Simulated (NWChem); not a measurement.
# One shape, several levels: BAsNH5 (SMILES NB[AsH2])

Wanted: a comparison of 5 runs (HF/STO-3G, HF/3-21G, HF/def2-TZVP, B3LYP/6-31G*) of BAsNH5. 

Program for the calculation: NWChem 7.3.0.

## Step 1: The molecule

BAsNH5 has 8 atoms, charge 0, and is taken as a singlet. SMILES: `NB[AsH2]`. The shape comes from GFN2-xTB, which is rough for such elements, and wasn't checked as a minimum. This is one conformer, not always the lowest.

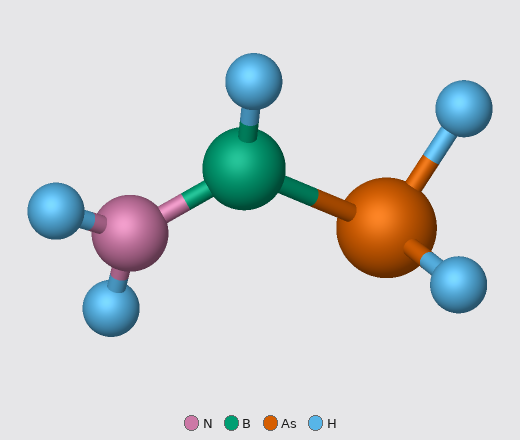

The structure, seen from a chosen angle (nitrogen pink, boron teal, arsenic orange, hydrogen blue).

## Step 2: Energy and forces at HF/STO-3G (run 1)

asbh5n.xyz

```xyz
8

N     -1.089390     0.754930    -0.590610
B      0.090560     0.448100     0.056340
As     0.888460    -1.416800    -0.142600
H     -1.584630     0.110720    -1.187870
H     -1.556640     1.645300    -0.523900
H      0.578060     1.292870     0.713830
H      0.447130    -1.801180     1.245830
H      2.226450    -1.033950     0.428990
```

asbh5n.nw

```
start asbh5n
memory stack 880 mb heap 220 mb global 1100 mb
charge 0

geometry units angstrom noautosym nocenter noautoz
 load asbh5n.xyz
end

basis spherical bse
 N library STO-3G
 B library STO-3G
 As library STO-3G
 H library STO-3G
end

scf
 thresh 1e-08
 maxiter 80
end

task scf gradient
```

Command:

```bash
nwchem asbh5n.nw > asbh5n.out
```

Log:

```text
[...]
  functions       =    33
[...]
  wavefunction    = RHF
[...]
         Total SCF energy =  -2290.347043388601
      One-electron energy =  -3521.403853254072
      Two-electron energy =   1074.621967550558
 Nuclear repulsion energy =    156.434842314914
        Time for solution =      1.9s
[...]
                         RHF ENERGY GRADIENTS
    atom               coordinates                        gradient
                 x          y          z           x          y          z
   1 N      -2.058649   1.426611  -1.116091   -0.017502   0.005921  -0.009821
   2 B       0.171134   0.846786   0.106467    0.002057  -0.000826   0.003365
   3 As      1.678946  -2.677364  -0.269475   -0.015675  -0.013925  -0.044505
   4 H      -2.994516   0.209230  -2.244749    0.006377   0.007720   0.007311
   5 H      -2.941623   3.109166  -0.990027    0.005432  -0.012257  -0.001517
   6 H       1.092375   2.443170   1.348943    0.002384   0.008504   0.005485
   7 H       0.844953  -3.403737   2.354277   -0.000884  -0.001195   0.024308
   8 H       4.207380  -1.953882   0.810674    0.017810   0.006058   0.015374
[...]
```

Run time: 3.3 s. Hardware: 1 thread of Intel Xeon Platinum 8488C (Sapphire Rapids), shared host; peak memory 0.1 GiB.

## Step 3: Energy and gradient at HF/3-21G (run 2)

input.xyz

```xyz
8

N     -1.089390     0.754930    -0.590610
B      0.090560     0.448100     0.056340
As     0.888460    -1.416800    -0.142600
H     -1.584630     0.110720    -1.187870
H     -1.556640     1.645300    -0.523900
H      0.578060     1.292870     0.713830
H      0.447130    -1.801180     1.245830
H      2.226450    -1.033950     0.428990
```

input.nw

```
start input
memory stack 880 mb heap 220 mb global 1100 mb
geometry noautosym nocenter noautoz
  load format xyz input.xyz
end
basis "ao basis" spherical bse
  * library 3-21G
end
scf
  singlet
  rhf
  thresh 1e-08
  maxiter 80
end
task scf gradient
```

Command:

```bash
nwchem input.nw > input.out
```

Log:

```text
[...]
  functions       =    50
[...]
  wavefunction    = RHF
[...]
         Total SCF energy =  -2305.039190473940
      One-electron energy =  -3526.424581423818
      Two-electron energy =   1064.950548634964
 Nuclear repulsion energy =    156.434842314914
        Time for solution =      2.1s
[...]
                         RHF ENERGY GRADIENTS
    atom               coordinates                        gradient
                 x          y          z           x          y          z
   1 N      -2.058649   1.426611  -1.116091    0.023360  -0.002308   0.013528
   2 B       0.171134   0.846786   0.106467   -0.000726  -0.008560  -0.001267
   3 As      1.678946  -2.677364  -0.269475   -0.005267   0.005486  -0.000114
   4 H      -2.994516   0.209230  -2.244749   -0.004154  -0.002657  -0.003373
   5 H      -2.941623   3.109166  -0.990027   -0.005275   0.003699  -0.002147
   6 H       1.092375   2.443170   1.348943   -0.005247  -0.002263  -0.003854
   7 H       0.844953  -3.403737   2.354277    0.007697   0.007156  -0.005992
   8 H       4.207380  -1.953882   0.810674   -0.010388  -0.000553   0.003220
[...]
```

It took 3.6 s on 1 thread of Intel Xeon Platinum 8488C (Sapphire Rapids), shared host; peak memory 0.099 GiB.

Runs 3 to 4 aren't shown in full; the table further down has their settings and results.

## Step 4: Energy and gradient at B3LYP/6-31G(d) (Cartesian functions) (run 5)

run.py

```python
from ase import Atoms
from ase.calculators.nwchem import NWChem

system = Atoms(['N', 'B', 'As', 'H', 'H', 'H', 'H', 'H'], positions=[
    [-1.089390, 0.754930, -0.590610],
    [0.090560, 0.448100, 0.056340],
    [0.888460, -1.416800, -0.142600],
    [-1.584630, 0.110720, -1.187870],
    [-1.556640, 1.645300, -0.523900],
    [0.578060, 1.292870, 0.713830],
    [0.447130, -1.801180, 1.245830],
    [2.226450, -1.033950, 0.428990],
])

calc = NWChem(
    label='work',
    theory='dft',
    memory='2200 mb',
    basis='6-31G*',
    dft={'xc': 'b3lyp', 'mult': '1', 'grid': 'xfine', 'convergence': 'energy 1e-08', 'iterations': '100', 'mulliken': None},
)
system.calc = calc

forces = system.get_forces()
print(f"energy = {system.get_potential_energy():.6f} eV")
print("forces (eV/A):")
for s, f in zip(system.symbols, forces):
    print(f"{s:2s} {f[0]:10.5f} {f[1]:10.5f} {f[2]:10.5f}")
print("dipole (e A):", system.get_dipole_moment().round(4))
```

Command:

```bash
export ASE_NWCHEM_COMMAND="nwchem PREFIX.nwi > PREFIX.nwo"
python run.py
```

Log:

```text
energy = -63083.395949 eV
forces (eV/A):
N    -0.35224   -0.08289   -0.28472
B    -0.03605    0.17077    0.08222
As   -0.02993   -0.40567   -0.54605
H    -0.08217   -0.17010   -0.13308
H    -0.01712    0.23160    0.09626
H     0.28159    0.33692    0.27562
H    -0.29151   -0.22327    0.45334
H     0.52744    0.14264    0.05636
dipole (e A): [-0.4294  0.3378 -0.0973]
```

The calculator wrote work.nwi:

```
title "work"

permanent_dir work

scratch_dir work

start work

geometry units angstrom nocenter noautosym noautoz
  N  -1.0893900000000001e+00 7.5492999999999999e-01 -5.9060999999999997e-01
  B  9.0560000000000002e-02 4.4810000000000000e-01 5.6340000000000001e-02
  As 8.8846000000000003e-01 -1.4168000000000001e+00 -1.4260000000000000e-01
  H  -1.5846300000000000e+00 1.1072000000000000e-01 -1.1878700000000000e+00
  H  -1.5566400000000000e+00 1.6453000000000000e+00 -5.2390000000000003e-01
  H  5.7806000000000002e-01 1.2928700000000000e+00 7.1382999999999996e-01
  H  4.4713000000000003e-01 -1.8011800000000000e+00 1.2458300000000000e+00
  H  2.2264499999999998e+00 -1.0339499999999999e+00 4.2898999999999998e-01
end

memory 2200 mb

basis noprint
   * library 6-31G*
end

dft
  xc b3lyp
  mult 1
  grid xfine
  convergence energy 1e-08
  iterations 100
  mulliken
end

task dft gradient
```

work.nwo, shortened:

```text
[...]
         Total DFT energy =    -2318.272060543737
[...]
  wavefunction    = closed shell
                         DFT ENERGY GRADIENTS
    atom               coordinates                        gradient
                 x          y          z           x          y          z
   1 N      -2.058649   1.426611  -1.116091    0.006850   0.001612   0.005537
   2 B       0.171134   0.846786   0.106467    0.000701  -0.003321  -0.001599
   3 As      1.678946  -2.677364  -0.269475    0.000582   0.007889   0.010619
[... 4 lines of this table left out ...]
   8 H       4.207380  -1.953882   0.810674   -0.010257  -0.002774  -0.001096
[...]
```

Run time: 31 s. Hardware: 1 thread of Intel Xeon Platinum 8488C (Sapphire Rapids), shared host; peak memory 0.14 GiB.

## Step 5: The series

```csv
run,level,iteration cap,module,energy (Eh),dipole moment (D),HOMO energy (eV),LUMO energy (eV),wall time
1,HF/STO-3G,80,scf,-2290.347043,2.02,-6.97,8.45,3.3 s
2,HF/3-21G,80,scf,-2305.039190,2.65,-9.18,3.80,3.6 s
3,HF/def2-TZVP,80,scf,-2316.308427,2.33,-9.41,3.07,1.7 min
4,B3LYP/6-31G* (spherical functions),100,dft,-2318.264467,–,–,–,29 s
5,B3LYP/6-31G* (Cartesian functions),100,dft,-2318.272061,2.67,-6.53,0.01,31 s
```

## Step 6: Summary of results

| quantity | value |
| --- | --- |
| run 5: total energy | -2318.27206 Eh |
| run 5: dipole moment | 2.67 D |
| run 5: HOMO energy | -6.53 eV |
| run 5: LUMO energy | 0.01 eV |
| run 5: HOMO–LUMO gap | 6.54 eV |
| run 5: largest force on an atom | 0.681 eV/Å |

Over runs 1, 2, 3, 5 the dipole moment (its size) runs from 2.02 D (HF/STO-3G) to 2.67 D (B3LYP/6-31G*). The two ends differ in method and basis. Over runs 1, 2, 3, 5 the HOMO–LUMO gap runs from 6.54 eV (B3LYP/6-31G*) to 15.42 eV (HF/STO-3G). In run 1 the basis is minimal, so the values are rough. All runs together took 2.8 min, the longest 1.7 min.
